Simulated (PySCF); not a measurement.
F3H3NOSi2 (doublet)

Input

```
{"job": {"kind": "epr"}, "charge": 0, "multiplicity": 2}
Si    -1.320162     0.111961    -0.852327
N     -1.645774    -0.333874     0.782889
O      0.336213     0.444489    -0.948145
Si     1.697946     0.066407    -0.182714
F      2.334670     1.314255     0.578086
F      1.434263    -1.079739     0.906943
F      2.791515    -0.487302    -1.202035
H     -2.072689     1.380280    -1.128020
H     -1.158542    -1.117323     1.207953
H     -2.582998    -0.232244     1.158560
```

Command:

```sh
OMP_NUM_THREADS=1 python cluster_run.py task.json out
```

Geometry: PBE0-D3(BJ)/def2-SVP.

Method: PySCF, UKS B3LYP, IGLO-III on F N O Si, pcH-1 on H, non-relativistic, mean-field spin-orbit, GIAO.

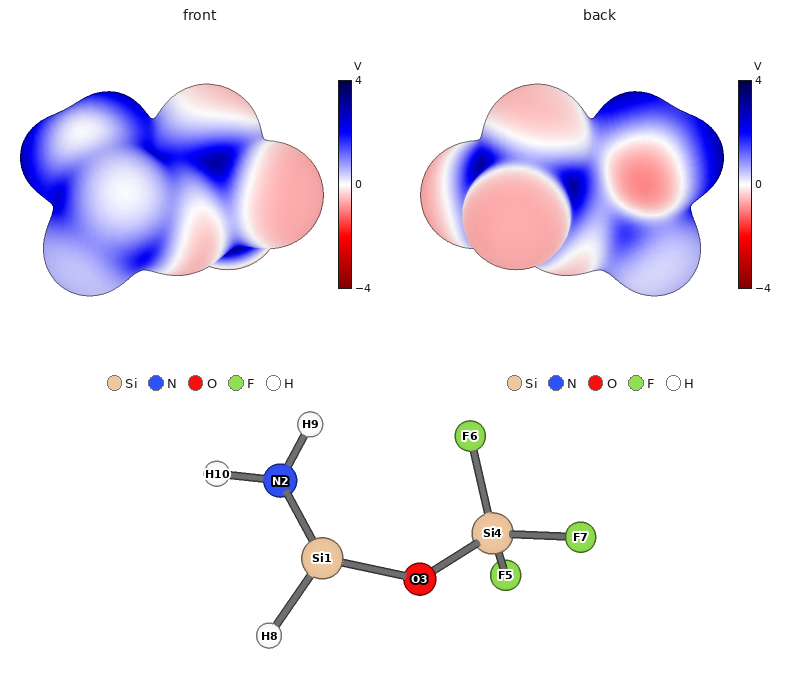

Figure 1. The molecular electrostatic potential painted on the density surface at 0.004 e/bohr³, seen from the front and from behind; the colour scale runs from red (negative) to blue (positive). The bare structure is drawn below in the same view.

Which sites attract a positive test charge, and which a negative one?

Answer. A positive charge is drawn to the negative regions and a negative charge to the positive ones. The most negative region (about −0.9 V) lies over N2, the most positive (about +2.9 V) over Si4 and H10.

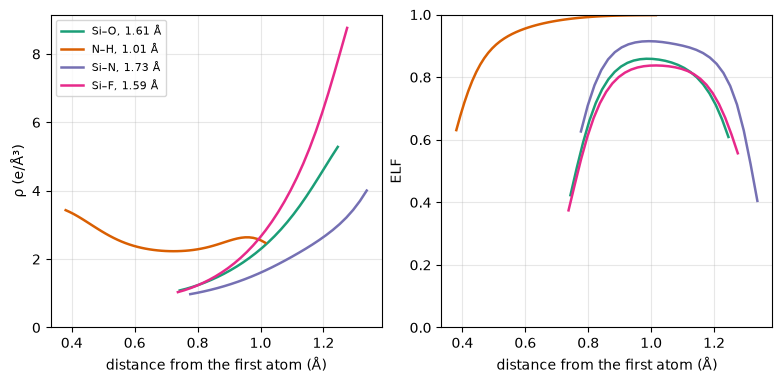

Figure 2. Electron density and electron localisation function along straight lines between neighbouring atoms. The curves leave out the atomic cores.

Compare the contacts.

Answer. Si–O (1.61 Å): the density is about 1.2 e/Å³ at the midpoint; the ELF peaks at about 0.85 between the atoms: a short, strongly polar bond.
N–H (1.01 Å): ρ at the midpoint is about 2.7 e/Å³; the ELF climbs to about 1 towards the hydrogen, as it does in any bond to H: an ordinary covalent bond to hydrogen.
Si–N (1.73 Å): the density is about 1.2 e/Å³ at the midpoint; the ELF peaks at about 0.90 between the atoms (a polar covalent bond).
Si–F (1.59 Å): the density is about 1.2 e/Å³ at the midpoint; the ELF peaks at about 0.85 in the valence shell of F, 0.6 Å from its nucleus, and is about 0.60 at the midpoint.
